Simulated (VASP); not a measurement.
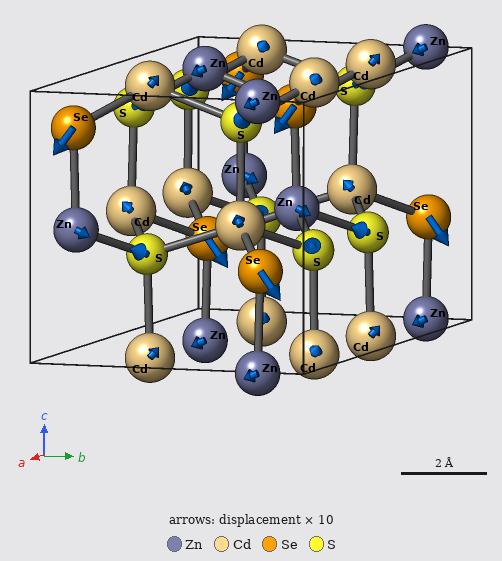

A relaxation of solid ZnCd2SeS2 (a generated structure, set up in Cmc2_1). The starting structure is drawn; blue arrows show the displacements (the part carried along by the change of the cell is left out), 10 times their true length.

The picture is a ball-and-stick view of the conventional cell (2 times the calculation's cell), seen slightly off an axis. Lengths and directions refer to the drawn axes.

The run lets cell and atoms move.

Theory: Kohn-Sham DFT of a periodic cell, PBE, VASP PAW PBE potentials, recommended in VASP.

The input:
```
  PREC = Normal
  ENCUT = 520
  EDIFF = 1E-4
  ISMEAR = 0
  SIGMA = 0.15
  LREAL = Auto
  LASPH = True
  NELM = 60
  ALGO = Fast
  ISIF = 3
  LWAVE = False
  LCHARG = False
  GGA = PE
  IBRION = 2
  NSW = 24
  EDIFFG = -0.08
```

Command:
```bash
cat potpaw_PBE.64/Zn/POTCAR potpaw_PBE.64/Cd/POTCAR potpaw_PBE.64/Se/POTCAR potpaw_PBE.64/S/POTCAR > POTCAR
mpirun -np 1 vasp_std > vasp.out
```

> What did the optimiser do to the structure, and how much energy did it gain?

The largest moves relative to the cell, 0.086 Å, are those of Se atoms. Largest moves by element: Se 0.086 Å, S 0.061 Å, Zn 0.039 Å, Cd 0.034 Å. Cell: a 11.870 → 12.410 Å (+4.6 %), b 6.850 → 7.197 Å (+5.1 %), c 6.460 → 6.758 Å (+4.6 %). Volume +14.9 %. Near-neighbour distances that change, for instance: Cd–Se 2.476 → 2.672 Å, Cd–S 2.432 → 2.567 Å, Se–Zn 2.375 → 2.498 Å, Cd–S 2.469 → 2.581 Å. Bond angles that change, for instance: Cd–Se–Cd 107.3° → 103.8°, Zn–Se–Zn 111.5° → 114.7°. The space group stays Cmc2_1 (No. 36). After 7 geometry steps the energy has fallen by 117 meV per atom. The largest force component goes from 0.9 to 0.055 eV/Å. The pressure goes from 11.07 to 0.08 GPa. The volume changes by over a tenth within one run on a fixed set of plane waves, so the end point should be relaxed again from the new cell. It ran on 1 thread of Intel(R) Xeon(R) Platinum 8259CL CPU @ 2.50GHz (Skylake/Cascade Lake), with other jobs on the host.
